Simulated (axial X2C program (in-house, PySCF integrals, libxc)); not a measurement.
Relativistic diatomic calculation, with input and output: BaBe

System: BaBe, single determinant with M_S = 1 and |Λ| = 1.
Method: B97-3, spin-free X2C-1e, Ba dyall-cv3z, Be dyall-cv3z (cores contracted) (axial X2C program (in-house, PySCF integrals, libxc)).

## Log
```
spin-free X2C-1e  B97-3
basis functions 199  fitting functions 970  grid points 5087
iter        total energy     max residual
   1      -8149.029157840     5.75e-02
   2      -8149.030711077     1.64e-03
   3      -8149.030945818     1.76e-03
   4      -8149.031094550     1.08e-03
   5      -8149.031198374     1.02e-03
   6      -8149.031259087     7.31e-04
   7      -8149.031287190     6.01e-04
   8      -8149.031342020     4.35e-04
   9      -8149.031351515     2.31e-04
  10      -8149.031335790     1.42e-03
  11      -8149.031365214     1.74e-04
  12      -8149.031365582     3.77e-04
  13      -8149.031366147     3.65e-04
  14      -8149.031368997     1.95e-05
  15      -8149.031369042     1.05e-05
  16      -8149.031369047     1.31e-06
  17      -8149.031369047     8.58e-07
converged
one-electron -11201.10478939  Coulomb 3215.13681679  exact exchange -53.76256440  xc functional -148.70764562  nuclear repulsion 39.40681358
```

## The points of the curve

| R (Å) | E (hartree) | dipole (D; origin at the first atom, positive when the second is positive) | highest filled (eV) | lowest empty (eV) |
| --- | --- | --- | --- | --- |
| 2.617 | −8149.020015 | −1.90 | −3.26 | −3.01 |
| 2.737 | −8149.026381 | −2.27 | −3.31 | −3.06 |
| 2.828 | −8149.029263 | −2.53 | −3.35 | −3.11 |
| 2.918 | −8149.030846 | −2.78 | −3.35 | −3.16 |
| 3.008 | −8149.031369 | −3.01 | −3.26 | −3.21 |
| 3.113 | −8149.030930 | −3.26 | −3.17 | −3.27 |
| 3.219 | −8149.029643 | −3.49 | −3.08 | −3.33 |
| 3.354 | −8149.027108 | −3.73 | −2.98 | −3.40 |
| 3.519 | −8149.023235 | −3.95 | −2.87 | −3.50 |
| 3.760 | −8149.017128 | −4.10 | −2.73 | −3.61 |

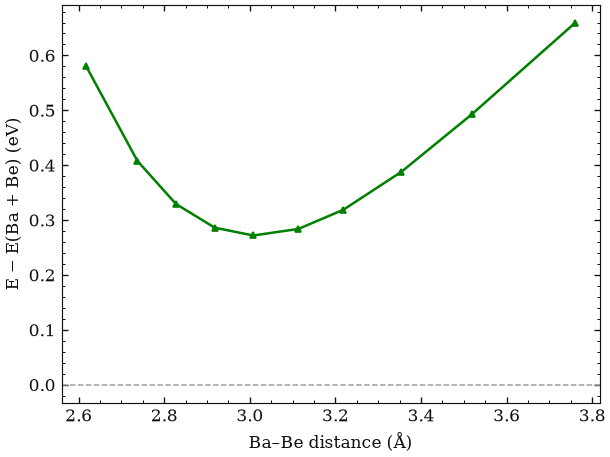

Figure 1. Energy at 10 bond lengths, for one set of occupations held fixed; the line joins the points. A polynomial of degree 6 through 9 points gives rₑ = 3.016 Å, ωₑ = 296.8 cm⁻¹, ωₑxₑ = 1.8 cm⁻¹ and Bₑ = 0.2191 cm⁻¹. The whole curve lies above Ba + Be, so the molecule isn't bound against them at this level.

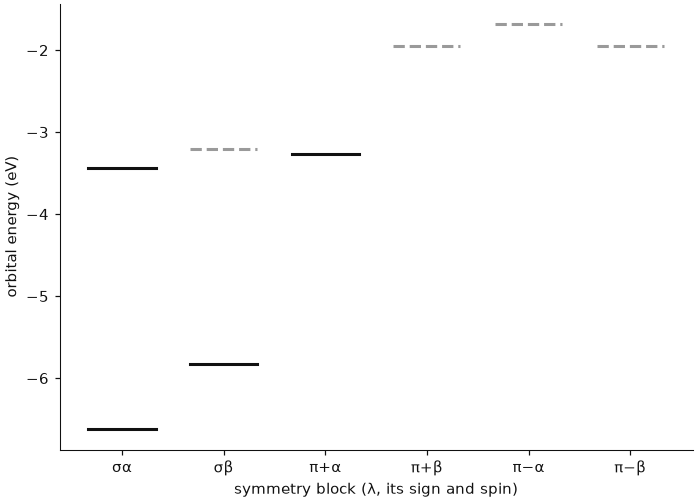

Figure 2. Orbital energies near the frontier at 3.01 Å, filled (solid) and empty (dashed); a label such as π−α means λ = −1 and α spin. The highest filled orbital (π+α; 53 % Be p, 41 % Ba d) lies at −3.26 eV, the lowest empty one (σβ; 55 % Ba s, 25 % Ba p) at −3.21 eV.

## Input
```
{"zs": [56, 4], "q": 0, "bas": ["dyall-cv3z", "dyall-cv3z"], "levels": ["PBE0", "HF", "B97-3"], "cc": true, "r0": 2.98, "thr": -2.0, "nmax": 90, "npts": 10, "nst": 2, "ntry": 6}
```

The line is the task of a batch: nuclear charges, charge, bases, the levels to run, a first guess of the distance and further settings. This report covers B97-3 without spin-orbit coupling. The log is that of the reference distance 3.008 Å.

Launched within a batch (the task file carries these settings):
```bash
python <driver script> task.json out
```

## Key numbers

- outcome: converged
- bond length rₑ: 3.016 Å
- ωₑ: 296.8 cm⁻¹
- energy at the minimum: −8149.03137 hartree
- depth below the fragments: −0.27 eV
- largest ⟨S²⟩ along the curve: 2.01
- hardware: 1 thread of Arm Neoverse V1, 24 GiB of memory available, shared host
- wall time: 6.9 s

## Notes

Caveats: at some distances an empty level lies below a filled one, since the occupations are held fixed.
